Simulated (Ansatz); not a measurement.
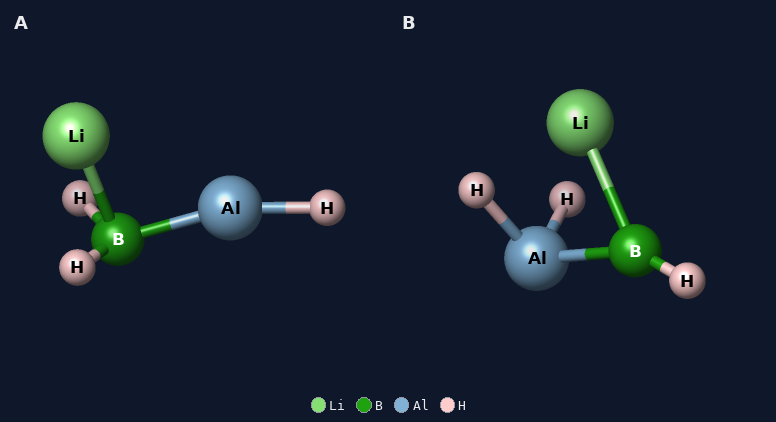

2 stationary structures of one formula. Geometries: PBE0-D4/def2-TZVP. Electronic energies: PBE-D4/def2-TZVPP (Ansatz 0.2.0), without zero-point energy. No frequency run is at hand to confirm each as a minimum.

Which is lowest in energy, and by how much?

Answer. A is lowest (Cs); B lies 23.0 kcal/mol above it (Cs).
